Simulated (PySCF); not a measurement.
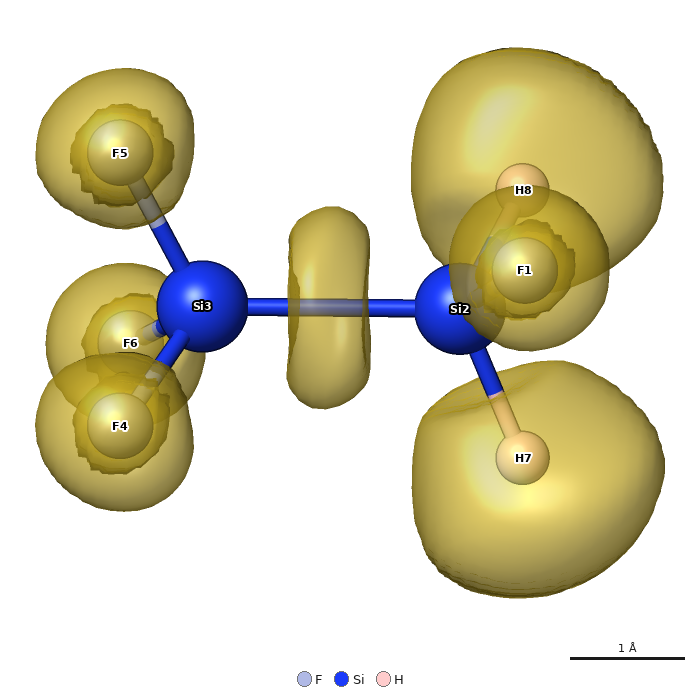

Figure. F$_{4}$H$_{2}$Si$_{2}$ (SMILES F[SiH2][Si](F)(F)F). Isosurface of the electron localisation function at 0.8 (yellow), seen from one side. Only the valence region is drawn (cores and ρ < 0.01 e/Å³ removed).

Geometry: GFN2-xTB.

Method: PySCF 2.14.0, wB97X-D/def2-SVPD, SCF density, gas phase.

```yaml
atoms:
  - { symbol: F, position_ang: [-1.7574, -1.4264, 0.0660] }
  - { symbol: Si, position_ang: [-1.1833, 0.0655, -0.0965] }
  - { symbol: Si, position_ang: [1.0827, -0.0088, 0.0759] }
  - { symbol: F, position_ang: [1.7188, -0.5131, 1.4431] }
  - { symbol: F, position_ang: [1.8929, -0.8547, -0.9995] }
  - { symbol: F, position_ang: [1.7196, 1.4414, -0.0816] }
  - { symbol: H, position_ang: [-1.8182, 0.8163, 0.9816] }
  - { symbol: H, position_ang: [-1.6461, 0.4893, -1.4137] }
```

Where are the electrons localised?

Answer. The surface consists of one region between bonded Si–Si atoms (shared pairs), two regions around hydrogen nuclei and four regions wrapped around F (its lone pairs, merged into a ring or cap). Along the contacts the grid gives the following. Si–F (1.59 Å): the ELF peaks at about 0.85 in the valence shell of F, 0.6 Å from its nucleus, and is about 0.50 at the midpoint. Si–Si (2.27 Å): the ELF peaks at about 1 between the atoms; localised, covalent bonding.
